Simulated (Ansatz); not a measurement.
## Geometry relaxation of AlBH5O2F (part 1 of 2)

AlBH5O2F, computed with RHF/6-31G* (Ansatz 0.2.0).

It belongs to a series of runs on one base structure; here: end point A relaxed. Figures and captions count atoms from 1; the log counts them from 0 in places.

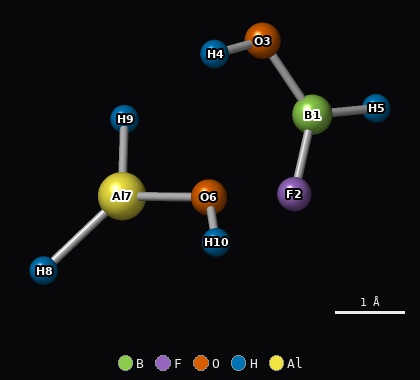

**Figure 1.** The input geometry (ball-and-stick view, seen at a tilt; atoms are numbered from 1 in the order of the input). Sticks mark near contacts. Bond lengths as drawn: Al–H 1.57 to 1.58 Å, Al–O 1.70 Å, B–F 1.33 Å, B–H 1.18 Å, B–O 1.34 Å and H–O 0.95 to 0.97 Å.

### Key numbers

```csv
quantity,value
outcome,converged
total energy,−14117.4602 eV
mean-field energy,−14117.4602 eV
largest force (length of the vector) at the end,0.035 eV/Å
hardware,"1 thread of Arm Neoverse V1, 24 GiB of memory available, shared host"
wall time,41 s
peak memory,0.16 GiB
```

### Input
```yaml
crystal:
  periodic: [false, false, false]
  atoms:
    - { symbol: B, position_ang: [-0.11952, -0.212699, -0.502612] }
    - { symbol: F, position_ang: [-0.444209, -1.037065, 0.490494] }
    - { symbol: O, position_ang: [1.135488, -0.229357, -0.978599] }
    - { symbol: H, position_ang: [1.709193, -0.80864, -0.495137] }
    - { symbol: H, position_ang: [-0.956472, 0.432145, -1.025667] }
    - { symbol: O, position_ang: [0.072231, 1.326205, 1.59861] }
    - { symbol: Al, position_ang: [0.88251, 2.525333, 2.493827] }
    - { symbol: H, position_ang: [1.213395, 2.251034, 4.016555] }
    - { symbol: H, position_ang: [1.271465, 3.848567, 1.735195] }
    - { symbol: H, position_ang: [-0.243281, 0.484878, 1.960233] }
basis:
  gaussian: { orbitals: "6-31G*" }
hamiltonian:
  xc: hf
relax:
  f_tol: 0.03
  max_steps: 50
output:
  orbitals: {}
```

Command:
```bash
ansatz run input.yaml --threads 1 --pin off --max-ram 2048MiB --backend cpu --events-out ev --progress --plain --runs-dir out
```

### What the program printed
```
The last accepted step is kept in [file] (removed where the run ends without a failure and the disk answers)
Engine: ansatz 0.2.0, aarch64-unknown-linux-gnu
Functional definition: HF
  exchange = exact_x
  correlation = 0
913 factors; integrals over basis functions are off by at most 5.2e-4 eV
mean field evaluation 1: about -14112.8277 eV, gradient 4.8e1 eV
mean field evaluation 2: about -14112.8900 eV, gradient 4.9e1 eV
mean field evaluation 4: about -14117.3707 eV, gradient 3.2e0 eV
mean field evaluation 8: about -14117.4107 eV, gradient 1.5e-4 eV
mean field -14117.41072707 eV, -518.8052750953 hartree, gradient 1.8e-5 eV, S^2 0.000000; 0 other end points of the search recorded, 0 dependent functions left out
the calculation of the forces begins
reference -14117.41072707 eV, -518.8052750953 hartree; 24, 24 occupied and 65, 65 virtual orbitals, 913 factors
relax step   1: F+E_penalty+E_count = -14117.41072707 eV  Δ(F+E_penalty+E_count) = +0.000e0 eV  max|allowed force component| = 1.199e0 eV/Å  Δτ_max = 0.0000 Å  (32 SCF iters, accepted)
these checks for a lower state are left out or cut short: starts, cluster_reference, orbital_swaps, neighbouring_geometries, increment
913 factors; integrals over basis functions are off by at most 5.2e-4 eV
mean field evaluation 16: about -14117.4437 eV, gradient 1.6e-3 eV
mean field -14117.44374688 eV, -518.8064885506 hartree, gradient 1.6e-5 eV, S^2 0.000000; 0 other end points of the search recorded, 0 dependent functions left out
[... from here on the field's lines of each further geometry are left out, up to the last ...]
relax step   2: F+E_penalty+E_count = -14117.44374688 eV  Δ(F+E_penalty+E_count) = -3.302e-2 eV  max|allowed force component| = 2.729e-1 eV/Å  Δτ_max = 0.1048 Å  (32 SCF iters, accepted)
relax step   3: F+E_penalty+E_count = -14117.43687921 eV  Δ(F+E_penalty+E_count) = +6.868e-3 eV  max|allowed force component| = 4.819e-1 eV/Å  Δτ_max = 0.0777 Å  (31 SCF iters, rejected (line search))
relax step   4: F+E_penalty+E_count = -14117.44847637 eV  Δ(F+E_penalty+E_count) = -4.729e-3 eV  max|allowed force component| = 7.436e-2 eV/Å  Δτ_max = 0.0374 Å  (32 SCF iters, accepted)
relax step   5: F+E_penalty+E_count = -14117.44952353 eV  Δ(F+E_penalty+E_count) = -1.047e-3 eV  max|allowed force component| = 6.214e-2 eV/Å  Δτ_max = 0.0246 Å  (33 SCF iters, accepted)
relax step   6: F+E_penalty+E_count = -14117.45174859 eV  Δ(F+E_penalty+E_count) = -2.225e-3 eV  max|allowed force component| = 1.039e-1 eV/Å  Δτ_max = 0.1463 Å  (31 SCF iters, accepted)
relax step   7: F+E_penalty+E_count = -14117.45115123 eV  Δ(F+E_penalty+E_count) = +5.974e-4 eV  max|allowed force component| = 1.304e-1 eV/Å  Δτ_max = 0.0398 Å  (33 SCF iters, rejected (line search))
relax step   8: F+E_penalty+E_count = -14117.45371012 eV  Δ(F+E_penalty+E_count) = -1.962e-3 eV  max|allowed force component| = 6.964e-2 eV/Å  Δτ_max = 0.0192 Å  (25 SCF iters, accepted)
relax step   9: F+E_penalty+E_count = -14117.45592744 eV  Δ(F+E_penalty+E_count) = -2.217e-3 eV  max|allowed force component| = 3.598e-2 eV/Å  Δτ_max = 0.0779 Å  (32 SCF iters, accepted)
relax step  10: F+E_penalty+E_count = -14117.45744183 eV  Δ(F+E_penalty+E_count) = -1.514e-3 eV  max|allowed force component| = 1.198e-1 eV/Å  Δτ_max = 0.1049 Å  (31 SCF iters, accepted)
relax step  11: F+E_penalty+E_count = -14117.45818921 eV  Δ(F+E_penalty+E_count) = -7.474e-4 eV  max|allowed force component| = 7.332e-2 eV/Å  Δτ_max = 0.0167 Å  (25 SCF iters, accepted)
relax step  12: F+E_penalty+E_count = -14117.45882398 eV  Δ(F+E_penalty+E_count) = -6.348e-4 eV  max|allowed force component| = 4.520e-2 eV/Å  Δτ_max = 0.0578 Å  (32 SCF iters, accepted)
relax step  13: F+E_penalty+E_count = -14117.45940913 eV  Δ(F+E_penalty+E_count) = -5.852e-4 eV  max|allowed force component| = 4.568e-2 eV/Å  Δτ_max = 0.0451 Å  (32 SCF iters, accepted)
relax step  14: F+E_penalty+E_count = -14117.45924384 eV  Δ(F+E_penalty+E_count) = +1.653e-4 eV  max|allowed force component| = 6.146e-2 eV/Å  Δτ_max = 0.0376 Å  (32 SCF iters, rejected (line search))
relax step  15: F+E_penalty+E_count = -14117.45975854 eV  Δ(F+E_penalty+E_count) = -3.494e-4 eV  max|allowed force component| = 3.106e-2 eV/Å  Δτ_max = 0.0183 Å  (24 SCF iters, accepted)
relax step  16: F+E_penalty+E_count = -14117.45981913 eV  Δ(F+E_penalty+E_count) = -6.059e-5 eV  max|allowed force component| = 3.110e-2 eV/Å  Δτ_max = 0.0208 Å  (33 SCF iters, accepted)
relax step  17: F+E_penalty+E_count = -14117.46002250 eV  Δ(F+E_penalty+E_count) = -2.034e-4 eV  max|allowed force component| = 3.563e-2 eV/Å  Δτ_max = 0.0452 Å  (32 SCF iters, accepted)
the calculation of the forces begins
reference -14117.46016506 eV, -518.8070919078 hartree; 24, 24 occupied and 65, 65 virtual orbitals, 913 factors
relax step  18: F+E_penalty+E_count = -14117.46016506 eV  Δ(F+E_penalty+E_count) = -1.426e-4 eV  max|allowed force component| = 2.630e-2 eV/Å  Δτ_max = 0.0118 Å  (24 SCF iters, accepted)
913 factors; integrals over basis functions are off by at most 5.9e-4 eV
mean field evaluation 128: about -14117.4602 eV, gradient 2.0e-5 eV
```

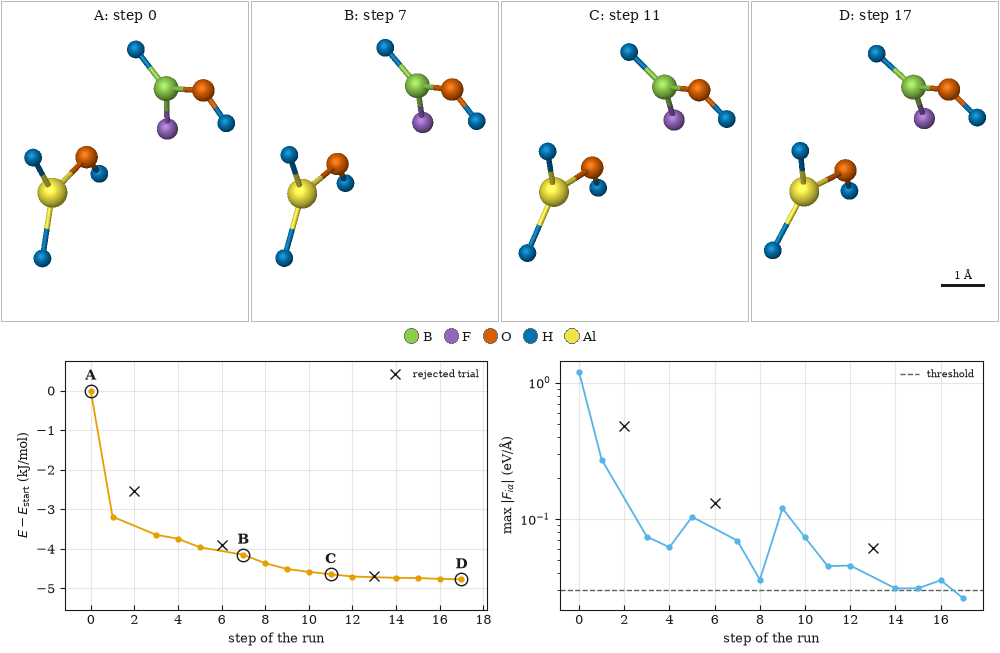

**Figure 2.** Frames of the relaxation (ball-and-stick view, seen at a tilt) above the curves, on which the letters mark them (the first geometry is step 0 here and step 1 in the log).

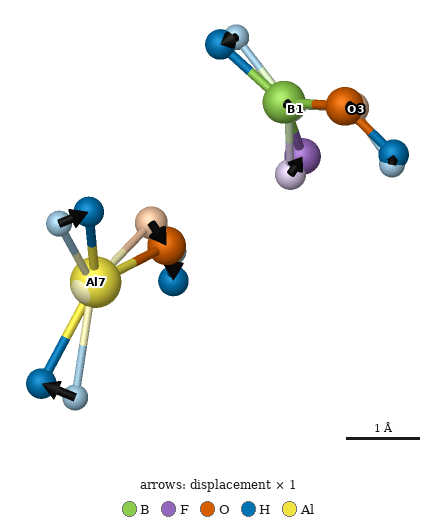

**Figure 3.** Start (faint) and end (solid) with the displacements as black arrows, at true length (ball-and-stick view, seen at a tilt). The two geometries are laid on each other by the best rigid fit. H8 moves most after the best rigid fit: 0.50 Å. By element the largest moves are H 0.50 Å, O 0.39 Å, F 0.31 Å, B 0.09 Å, Al 0.06 Å. Among the contacts that change: O6–H10 0.969 → 0.946 Å. After 17 geometry steps the energy has fallen by 4.77 kJ/mol. The largest force component goes from 1.2 to 0.026 eV/Å. The line search rejected the trial steps at points 2, 6, 13 (counted from 0) and went back. (Atoms are counted from 1 in the order of the input.)

```
mean field -14117.46016506 eV, -518.8070919078 hartree, gradient 2.0e-5 eV, S^2 0.000000; 1 other end points of the search recorded, 0 dependent functions left out
the calculation of the forces begins
reference -14117.46016506 eV, -518.8070919078 hartree; 24, 24 occupied and 65, 65 virtual orbitals, 913 factors
Total energy: -14117.46016506 eV, -518.8070919078 hartree
Atom 0 at    -0.118583    -0.123902    -0.518236 Å, force     0.005477     0.002593     0.002429 eV/Å
Atom 1 at    -0.520711    -1.159884     0.216550 Å, force    -0.007819    -0.001783     0.002451 eV/Å
Atom 2 at     1.147692    -0.087982    -0.965655 Å, force     0.003674    -0.002530    -0.007991 eV/Å
Atom 3 at     1.681249    -0.791995    -0.621113 Å, force    -0.006611     0.009157     0.000091 eV/Å
Atom 4 at    -0.905399     0.679874    -0.878400 Å, force     0.003899    -0.007268     0.002785 eV/Å
Atom 5 at     0.220774     1.036229     1.812132 Å, force     0.007821     0.026302     0.021186 eV/Å
Atom 6 at     0.869113     2.477062     2.454242 Å, force    -0.004314    -0.024122     0.002040 eV/Å
Atom 7 at     0.906500     2.656612     4.026981 Å, force    -0.005986    -0.002284    -0.025120 eV/Å
Atom 8 at     1.400748     3.547197     1.430724 Å, force    -0.002052    -0.006553     0.008144 eV/Å
Atom 9 at    -0.160583     0.347190     2.335674 Å, force     0.005910     0.006488    -0.006015 eV/Å
Dipole moment:     0.129563    -0.093019     0.431039 e Å
```

### Trajectory as extended XYZ (Å, eV, eV/Å), 18 frames, from step=1 to step=18
```
10
Properties=species:S:1:pos:R:3:forces:R:3 step=1 energy=-14117.41073
B    -0.1195   -0.2127   -0.5026    0.0833   0.1707  -0.2648
F    -0.4442   -1.0371    0.4905   -0.0994  -0.3062   0.1192
O     1.1355   -0.2294   -0.9786   -0.0213  -0.0065  -0.0057
H     1.7092   -0.8086   -0.4951    0.0190  -0.0017   0.0005
H    -0.9565    0.4321   -1.0257   -0.0057  -0.0008  -0.0060
O     0.0722    1.3262    1.5986   -0.3997  -1.0645   0.5074
Al    0.8825    2.5253    2.4938    0.0072   0.0053   0.0054
H     1.2134    2.2510    4.0166   -0.0054   0.0062  -0.0007
H     1.2715    3.8486    1.7352   -0.0017  -0.0018   0.0037
H    -0.2433    0.4849    1.9602    0.4237   1.1994  -0.3590
10
Properties=species:S:1:pos:R:3:forces:R:3 step=2 energy=-14117.44375
B    -0.1215   -0.2444   -0.5485   -0.0001  -0.1932  -0.1563
F    -0.4558   -1.1012    0.4198    0.0114   0.0656   0.0134
O     1.1353   -0.2538   -1.0198   -0.0219   0.0601   0.0661
H     1.7078   -0.8407   -0.5437    0.0044  -0.0016  -0.0036
H    -0.9578    0.4024   -1.0704    0.0052   0.0698   0.0554
O     0.0804    1.3421    1.6616   -0.1246  -0.2584   0.0748
Al    0.8934    2.5586    2.5311   -0.0117  -0.0212   0.0235
H     1.2210    2.2996    4.0568    0.0035   0.0197   0.0077
H     1.2787    3.8754    1.7599    0.0040  -0.0136  -0.0110
H    -0.2608    0.5424    2.0461    0.1299   0.2729  -0.0699
10
Properties=species:S:1:pos:R:3:forces:R:3 step=3 energy=-14117.43688 accepted=F
B    -0.1364   -0.2896   -0.6098    0.1888   0.2496   0.4819
F    -0.4666   -1.1167    0.3886    0.0000   0.0123  -0.2914
O     1.1378   -0.2548   -1.0331   -0.1508  -0.1201  -0.0718
H     1.7116   -0.8271   -0.5402   -0.0222   0.0086  -0.0119
H    -0.9603    0.3993   -1.0998   -0.0189  -0.1570  -0.1079
O     0.0806    1.3370    1.7026    0.1085   0.2980  -0.1096
Al    0.8996    2.5683    2.5462   -0.0419  -0.0679   0.0089
H     1.2279    2.3323    4.0759    0.0093   0.0272   0.0113
H     1.2879    3.8729    1.7562    0.0051  -0.0137  -0.0174
H    -0.2613    0.5589    2.1065   -0.0778  -0.2372   0.1078
10
Properties=species:S:1:pos:R:3:forces:R:3 step=4 energy=-14117.44848
B    -0.1272   -0.2591   -0.5745    0.0385  -0.0610   0.0462
F    -0.4656   -1.1148    0.3940    0.0159   0.0614  -0.0744
O     1.1372   -0.2510   -1.0246   -0.0546   0.0063   0.0206
H     1.7077   -0.8378   -0.5458   -0.0015   0.0005  -0.0051
H    -0.9574    0.4057   -1.0845    0.0025   0.0014   0.0060
O     0.0805    1.3349    1.6864   -0.0035   0.0193  -0.0258
Al    0.8924    2.5637    2.5398    0.0032  -0.0303   0.0118
H     1.2215    2.3272    4.0693   -0.0048   0.0183   0.0046
H     1.2851    3.8673    1.7500   -0.0038  -0.0106  -0.0108
H    -0.2534    0.5443    2.0827    0.0081  -0.0052   0.0269
10
Properties=species:S:1:pos:R:3:forces:R:3 step=5 energy=-14117.44952
B    -0.1274   -0.2568   -0.5793    0.0227  -0.0572   0.0497
F    -0.4703   -1.1242    0.3763    0.0166   0.0610  -0.0621
O     1.1391   -0.2416   -1.0226   -0.0375   0.0051   0.0142
H     1.7076   -0.8343   -0.5486   -0.0030   0.0023  -0.0049
H    -0.9557    0.4134   -1.0856    0.0034   0.0044   0.0058
O     0.0803    1.3238    1.7002    0.0040   0.0182  -0.0299
Al    0.8937    2.5612    2.5394   -0.0018  -0.0186   0.0128
H     1.2161    2.3475    4.0740   -0.0040   0.0136   0.0001
H     1.2907    3.8529    1.7325   -0.0010  -0.0108  -0.0103
H    -0.2532    0.5385    2.1066    0.0005  -0.0181   0.0245
```
